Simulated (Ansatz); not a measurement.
**Geometry relaxation of HfH₄ClO₃F (part 1 of 2)**

HfH₄ClO₃F, computed with RKS PBE/def2-SVP (Ansatz 0.2.0).

The input holds or restrains some coordinates. It belongs to a series of runs on one base structure; here: pulled along the bonds that form and break, towards end B. Figures and captions count atoms from 1; the log counts them from 0 in places.

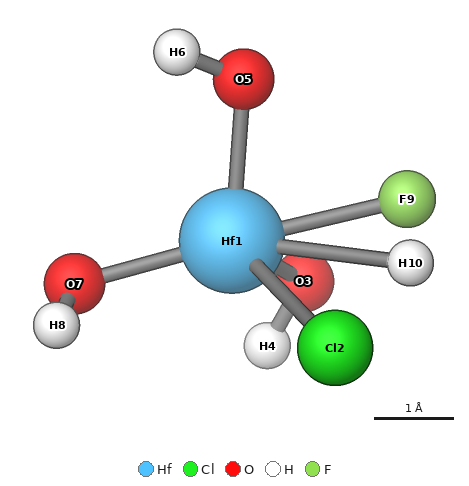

Figure 1. The starting structure (ball-and-stick view, seen at a tilt; atoms are numbered from 1 in the order of the input). Sticks mark near contacts. Bond lengths as drawn: Cl–Hf 2.87 Å, F–Hf 2.28 Å, Hf–O 2.07 Å, H–Hf 2.49 Å and H–O 1.01 Å.

## Key numbers

| quantity | value |
| --- | --- |
| outcome | converged under the restraints of the input |
| total energy | −22736.0001 eV |
| mean-field energy | −22736.0001 eV |
| largest force (length of the vector) at the end, held atoms and coordinates included | 0.899 eV/Å |
| hardware | 4 threads of Arm Neoverse V1, 24 GiB of memory available, shared host |
| wall time | 32 s (CPU time 2 min) |
| peak memory | 0.19 GiB |

## Input
```yaml
crystal:
  periodic: [false, false, false]
  atoms:
    - { symbol: Hf, position_ang: [0.0, 0.0, 0.0] }
    - { symbol: Cl, position_ang: [0.0, 0.0, 2.87] }
    - { symbol: O, position_ang: [1.952, 0.0, -0.6893] }
    - { symbol: H, position_ang: [2.2684, -0.9521, -0.806] }
    - { symbol: O, position_ang: [-0.975, 1.6891, -0.6893] }
    - { symbol: H, position_ang: [-1.9328, 1.4584, -0.9117] }
    - { symbol: O, position_ang: [-0.975, -1.6891, -0.6893] }
    - { symbol: H, position_ang: [-1.4296, -2.1548, 0.0831] }
    - { symbol: F, position_ang: [1.1957, 1.8033, 0.7189] }
    - { symbol: H, position_ang: [0.8728, 1.3162, 1.9315] }
basis:
  gaussian: { orbitals: def2-SVP }
hamiltonian:
  xc: pbe
relax:
  f_tol: 0.15
  max_steps: 25
  restrain:
    - { distance: [0, 8], at: 1.98, k: 30.0 }
    - { distance: [9, 1], at: 1.37, k: 30.0 }
    - { distance: [0, 1], at: 3.72, k: 30.0 }
    - { distance: [9, 8], at: 2.12, k: 30.0 }
output:
  orbitals: {}
```

Launched with:
```bash
ansatz run input.yaml --threads 4 --pin off --max-ram 5120MiB --backend cpu --events-out ev --progress --plain --runs-dir out
```

## Log
```
The last accepted step is kept in [file] (removed where the run ends without a failure and the disk answers)
Engine: ansatz 0.2.0, aarch64-unknown-linux-gnu
Functional definition: PBE
  parameter kappa = 0.804
  parameter beta = 0.06672455060314922
  exchange = pbe_x(kappa = kappa, mu = beta*pi^2/3)
  correlation = pbe_c(beta = beta)
1318 factors; their error is unknown
mean field evaluation 1: about -22712.6250 eV, gradient 1.1e2 eV
mean field evaluation 2: about -22312.8245 eV, gradient 3.7e2 eV
mean field evaluation 4: about -22729.7876 eV, gradient 4.3e1 eV
mean field evaluation 8: about -22733.6377 eV, gradient 1.0e0 eV
mean field evaluation 16: about -22733.5515 eV, gradient 4.3e-3 eV
mean field -22733.55146575 eV, -835.4426070119 hartree, gradient 4.7e-5 eV, S^2 0.000000; 0 other end points of the search recorded, 0 dependent functions left out
the calculation of the forces begins
reference -22733.55154930 eV, -835.4426100819 hartree; 33, 33 occupied and 93, 93 virtual orbitals, 1318 factors
relax step   1: F+E_penalty+E_count = -22733.55146575 eV  Δ(F+E_penalty+E_count) = +0.000e0 eV  max|allowed force component| = 3.529e0 eV/Å  E_restraint = 24.44457803 eV  max|allowed force component, restraints' pulls added| = 2.613e1 eV/Å  Δτ_max = 0.0000 Å  (32 SCF iters, accepted)
  distance Hf 0 - F 8 = 2.2800 Å
  distance H 9 - Cl 1 = 1.8371 Å
  distance Hf 0 - Cl 1 = 2.8700 Å
  distance H 9 - F 8 = 1.3461 Å
these checks for a lower state are left out or cut short: starts, cluster_reference, orbital_swaps, neighbouring_geometries, increment
1318 factors; their error is unknown
mean field -22733.34051944 eV, -835.4348548776 hartree, gradient 1.2e-5 eV, S^2 0.000000; 0 other end points of the search recorded, 0 dependent functions left out
[... from here on the field's lines of each further geometry are left out, up to the last ...]
relax step   2: F+E_penalty+E_count = -22733.34051944 eV  Δ(F+E_penalty+E_count) = +2.109e-1 eV  max|allowed force component| = 2.343e0 eV/Å  E_restraint = 10.30123590 eV  max|allowed force component, restraints' pulls added| = 1.847e1 eV/Å  Δτ_max = 0.1936 Å  (44 SCF iters, accepted)
relax step   3: F+E_penalty+E_count = -22733.36357203 eV  Δ(F+E_penalty+E_count) = -2.305e-2 eV  max|allowed force component| = 1.959e0 eV/Å  E_restraint = 2.87140352 eV  max|allowed force component, restraints' pulls added| = 8.760e0 eV/Å  Δτ_max = 0.1949 Å  (37 SCF iters, accepted)
relax step   4: F+E_penalty+E_count = -22733.86406834 eV  Δ(F+E_penalty+E_count) = -5.005e-1 eV  max|allowed force component| = 1.471e0 eV/Å  E_restraint = 0.16006859 eV  max|allowed force component, restraints' pulls added| = 2.468e0 eV/Å  Δτ_max = 0.1966 Å  (36 SCF iters, accepted)
relax step   5: F+E_penalty+E_count = -22734.71158583 eV  Δ(F+E_penalty+E_count) = -8.475e-1 eV  max|allowed force component| = 1.078e0 eV/Å  E_restraint = 0.02097121 eV  max|allowed force component, restraints' pulls added| = 1.078e0 eV/Å  Δτ_max = 0.1947 Å  (33 SCF iters, accepted)
relax step   6: F+E_penalty+E_count = -22735.25186460 eV  Δ(F+E_penalty+E_count) = -5.403e-1 eV  max|allowed force component| = 8.455e-1 eV/Å  E_restraint = 0.01212097 eV  max|allowed force component, restraints' pulls added| = 7.518e-1 eV/Å  Δτ_max = 0.1996 Å  (34 SCF iters, accepted)
relax step   7: F+E_penalty+E_count = -22735.58703021 eV  Δ(F+E_penalty+E_count) = -3.352e-1 eV  max|allowed force component| = 9.249e-1 eV/Å  E_restraint = 0.00770458 eV  max|allowed force component, restraints' pulls added| = 5.998e-1 eV/Å  Δτ_max = 0.1947 Å  (35 SCF iters, accepted)
relax step   8: F+E_penalty+E_count = -22735.74722986 eV  Δ(F+E_penalty+E_count) = -1.602e-1 eV  max|allowed force component| = 8.113e-1 eV/Å  E_restraint = 0.01385453 eV  max|allowed force component, restraints' pulls added| = 3.949e-1 eV/Å  Δτ_max = 0.2000 Å  (36 SCF iters, accepted)
relax step   9: F+E_penalty+E_count = -22735.82884568 eV  Δ(F+E_penalty+E_count) = -8.162e-2 eV  max|allowed force component| = 7.138e-1 eV/Å  E_restraint = 0.02042407 eV  max|allowed force component, restraints' pulls added| = 5.382e-1 eV/Å  Δτ_max = 0.1944 Å  (35 SCF iters, accepted)
relax step  10: F+E_penalty+E_count = -22735.85547452 eV  Δ(F+E_penalty+E_count) = -2.663e-2 eV  max|allowed force component| = 7.457e-1 eV/Å  E_restraint = 0.02014439 eV  max|allowed force component, restraints' pulls added| = 1.094e-1 eV/Å  Δτ_max = 0.1411 Å  (29 SCF iters, accepted)
relax step  11: F+E_penalty+E_count = -22735.86097609 eV  Δ(F+E_penalty+E_count) = -5.502e-3 eV  max|allowed force component| = 9.895e-1 eV/Å  E_restraint = 0.01180740 eV  max|allowed force component, restraints' pulls added| = 5.275e-1 eV/Å  Δτ_max = 0.1622 Å  (36 SCF iters, accepted)
relax step  12: F+E_penalty+E_count = -22735.87610556 eV  Δ(F+E_penalty+E_count) = -1.513e-2 eV  max|allowed force component| = 9.368e-1 eV/Å  E_restraint = 0.01295339 eV  max|allowed force component, restraints' pulls added| = 3.830e-1 eV/Å  Δτ_max = 0.0797 Å  (29 SCF iters, accepted)
relax step  13: F+E_penalty+E_count = -22735.90174846 eV  Δ(F+E_penalty+E_count) = -2.564e-2 eV  max|allowed force component| = 8.978e-1 eV/Å  E_restraint = 0.01623468 eV  max|allowed force component, restraints' pulls added| = 3.732e-1 eV/Å  Δτ_max = 0.1951 Å  (35 SCF iters, accepted)
relax step  14: F+E_penalty+E_count = -22735.91541377 eV  Δ(F+E_penalty+E_count) = -1.367e-2 eV  max|allowed force component| = 1.126e0 eV/Å  E_restraint = 0.01037777 eV  max|allowed force component, restraints' pulls added| = 7.394e-1 eV/Å  Δτ_max = 0.1950 Å  (36 SCF iters, accepted)
relax step  15: F+E_penalty+E_count = -22735.93699026 eV  Δ(F+E_penalty+E_count) = -2.158e-2 eV  max|allowed force component| = 1.098e0 eV/Å  E_restraint = 0.01229033 eV  max|allowed force component, restraints' pulls added| = 6.443e-1 eV/Å  Δτ_max = 0.1954 Å  (35 SCF iters, accepted)
relax step  16: F+E_penalty+E_count = -22735.98170105 eV  Δ(F+E_penalty+E_count) = -4.471e-2 eV  max|allowed force component| = 9.012e-1 eV/Å  E_restraint = 0.01361325 eV  max|allowed force component, restraints' pulls added| = 1.511e-1 eV/Å  Δτ_max = 0.2000 Å  (36 SCF iters, accepted)
the calculation of the forces begins
reference -22736.00008616 eV, -835.5325921521 hartree; 33, 33 occupied and 93, 93 virtual orbitals, 1318 factors
relax step  17: F+E_penalty+E_count = -22736.00000865 eV  Δ(F+E_penalty+E_count) = -1.831e-2 eV  max|allowed force component| = 8.833e-1 eV/Å  E_restraint = 0.01425658 eV  max|allowed force component, restraints' pulls added| = 6.858e-2 eV/Å  Δτ_max = 0.2000 Å  (36 SCF iters, accepted)
  distance Hf 0 - F 8 = 1.9728 Å
  distance H 9 - Cl 1 = 1.3404 Å
  distance Hf 0 - Cl 1 = 3.7208 Å
  distance H 9 - F 8 = 2.1151 Å
1318 factors; their error is unknown
mean field evaluation 160: about -22736.0850 eV, gradient 8.8e-2 eV
```

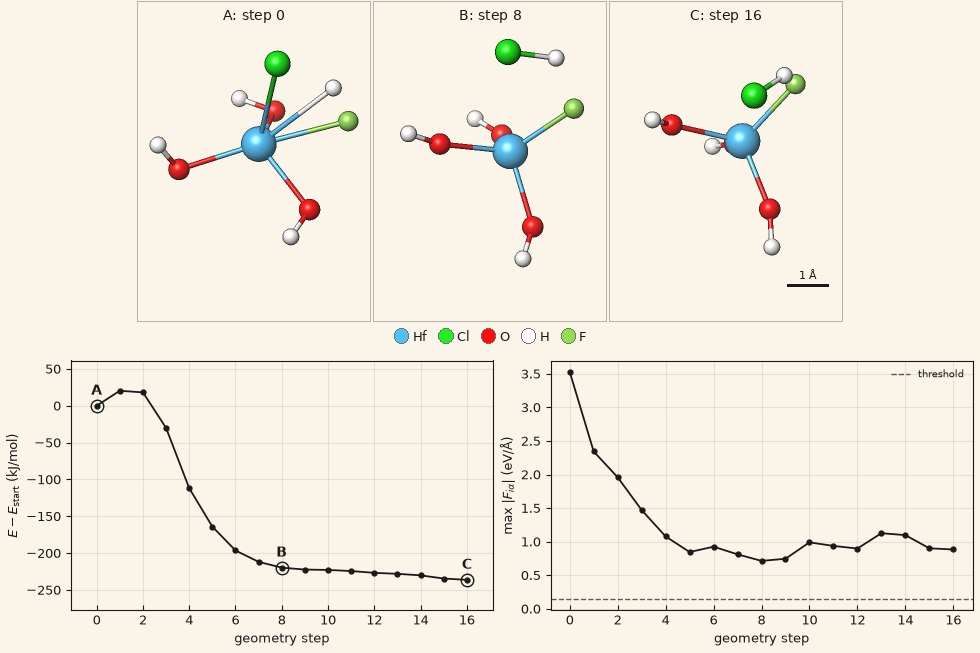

Figure 2. Frames of the restrained relaxation (ball-and-stick view, seen at a tilt) above the curves, on which the letters mark them (the first geometry is step 0 here and step 1 in the log).

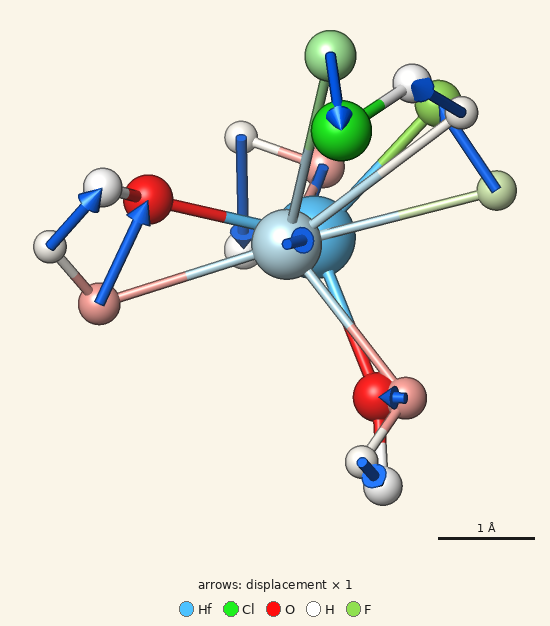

Figure 3. Start (faint) and end (solid) with the displacements as blue arrows, at true length (ball-and-stick view, seen at a tilt). The two geometries are laid on each other by the best rigid fit. The atom that moves furthest after the best rigid fit is H6 (1.51 Å). Largest moves by element: H 1.51 Å, Cl 1.29 Å, O 1.22 Å, F 1.10 Å, Hf 0.58 Å. Distances before and after: Hf1–Cl2 2.870 → 3.721 Å, Hf1–H10 2.495 → 3.183 Å, Cl2–H10 1.837 → 1.340 Å, Hf1–F9 2.280 → 1.973 Å. New bonds form: Cl2–H10 (1.84 → 1.34 Å). Bonds break: Hf1–Cl2 (2.87 → 3.72 Å). Among the angles that change: O7–Hf1–F9 176.5° → 111.1°, Hf1–O3–H4 109.5° → 161.1°, Hf1–O5–H6 109.5° → 152.0°. Over 16 geometry steps the energy falls by 236.2 kJ/mol. Largest force component: 3.5 eV/Å at the start, 0.88 eV/Å at the end. (Atoms are counted from 1 in the order of the input.)

```
mean field -22736.00000865 eV, -835.5325893037 hartree, gradient 7.6e-6 eV, S^2 0.000000; 1 other end points of the search recorded, 0 dependent functions left out
the calculation of the forces begins
reference -22736.00008616 eV, -835.5325921521 hartree; 33, 33 occupied and 93, 93 virtual orbitals, 1318 factors
Total energy: -22736.00008616 eV, -835.5325921521 hartree
Atom 0 at    -0.037708     0.508008    -0.267795 Å, force     0.080054     0.131075     0.144544 eV/Å
Atom 1 at     0.953695    -0.759674     3.086931 Å, force    -0.068426     0.883332    -0.155038 eV/Å
Atom 2 at     1.661488    -0.230813    -0.827894 Å, force    -0.015283    -0.045535    -0.068581 eV/Å
Atom 3 at     2.314461    -0.777500    -1.283829 Å, force     0.000097     0.047930     0.039172 eV/Å
Atom 4 at    -0.914616     1.431893    -1.734265 Å, force    -0.030401    -0.031723    -0.005670 eV/Å
Atom 5 at    -1.589993     1.491129    -2.423912 Å, force     0.037281     0.014763     0.017904 eV/Å
Atom 6 at    -1.228994    -0.903201     0.332351 Å, force    -0.045904    -0.040684     0.044031 eV/Å
Atom 7 at    -1.316747    -1.635487     0.962617 Å, force     0.006977     0.059619    -0.059824 eV/Å
Atom 8 at     0.312487     1.804363     1.177413 Å, force    -0.017003    -0.243418    -0.000461 eV/Å
Atom 9 at     0.822427     0.542281     2.796284 Å, force     0.052606    -0.775359     0.043923 eV/Å
Dipole moment:    -0.088094    -0.310486    -0.382428 e Å
```

## Trajectory as extended XYZ (Å, eV, eV/Å), 17 frames, from step=1 to step=17
```
10
Properties=species:S:1:pos:R:3:forces:R:3 step=1 energy=-22733.55147
Hf    0.0000    0.0000    0.0000    1.4772   2.1632  -0.7179
Cl    0.0000    0.0000    2.8700    0.5559   0.8286  -2.1788
O     1.9520    0.0000   -0.6893   -1.7158  -2.3081   0.2129
H     2.2684   -0.9521   -0.8060   -0.2491   1.1534  -0.1547
O    -0.9750    1.6891   -0.6893   -0.8121  -2.5565   0.2682
H    -1.9328    1.4584   -0.9117    1.1356   0.4487   0.0664
O    -0.9750   -1.6891   -0.6893    0.2691   0.9485   2.1900
H    -1.4296   -2.1548    0.0831    0.4124   0.2866  -1.2672
F     1.1957    1.8033    0.7189   -1.3125  -1.3432   3.5292
H     0.8728    1.3162    1.9315    0.2393   0.3787  -1.9482
10
Properties=species:S:1:pos:R:3:forces:R:3 step=2 energy=-22733.34052
Hf    0.0454    0.0675   -0.1704    0.9316   1.3037   0.9558
Cl    0.0506    0.0762    3.0015    0.9750   1.4539  -2.3432
O     1.9459   -0.0162   -0.6950   -0.2505  -1.8219  -0.7156
H     2.2680   -0.9494   -0.8089   -0.0023   0.5427  -0.2412
O    -0.9823    1.6759   -0.6924   -1.0690  -1.1005  -0.5622
H    -1.9287    1.4605   -0.9130    0.5617   0.3592  -0.0430
O    -0.9680   -1.6744   -0.6733    0.3825   1.0469   1.8185
H    -1.4269   -2.1528    0.0750    0.3197   0.2019  -1.0518
F     1.1724    1.7766    0.6205   -1.2889  -1.1772   2.3357
H     0.8002    1.2071    2.0740   -0.5599  -0.8086  -0.1531
10
Properties=species:S:1:pos:R:3:forces:R:3 step=3 energy=-22733.36357
Hf    0.0831    0.1233   -0.2833    0.2868   0.3961   1.4950
Cl    0.0864    0.1301    3.1001    0.9410   1.3974  -1.9588
O     1.9539   -0.0352   -0.7152    0.8888  -1.2661  -1.1670
H     2.2726   -0.9525   -0.8145    0.2673  -0.1976  -0.3402
O    -0.9966    1.6732   -0.7087   -1.1273   0.0896  -0.9250
H    -1.9307    1.4644   -0.9160   -0.1108   0.2171  -0.1890
O    -0.9585   -1.6542   -0.6510    0.5969   1.2835   1.4397
H    -1.4247   -2.1523    0.0636    0.1712   0.0571  -0.7266
F     1.1498    1.7576    0.5067   -1.1840  -0.9154   1.6436
H     0.7411    1.1167    2.2362   -0.7299  -1.0617   0.7283
```
